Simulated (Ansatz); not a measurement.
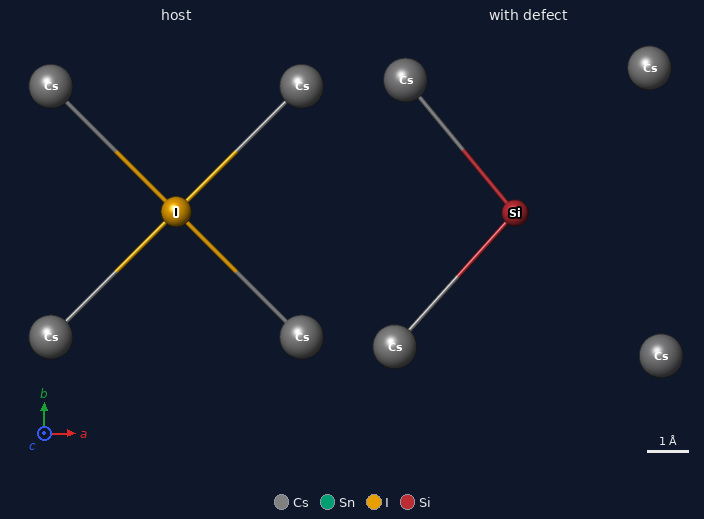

Left: perfect CsSnI3. Right: the same region with one point defect, after relaxing the atoms in a supercell of 40 sites. The picture is a ball-and-stick view of the atoms within 4.6 Å of one point, in a slice 4.2 Å thick across the line of sight, seen along the c axis.

All numbers below come from DFT, PBEsol, PAW, plane waves (Ansatz). Set-up: plane-wave cutoff 420 eV; k-point mesh 1 × 1 × 1; mesh shifted by (0.25, 0.25, 0.25); collinear spin. Fermi-Dirac smearing of 0.01 eV. The axes drawn are those of the host's conventional cell.

Question: What kind of defect was made?

Answer: An iodine atom is replaced by silicon.

The charge state of the cell is 0.

Question: What does the relaxation do around it?

Answer: In the host the I atom has 2 Sn at 3.08 Å; the Si atom ends with 1 I at 2.64 Å, 2 Sn at 2.76 to 2.81 Å. Of the host's atoms, an iodine atom moves furthest from its site, by 2.27 Å. The Si atom itself moves 0.33 Å from where it was put. The cell's net moment is 1.00 μB.
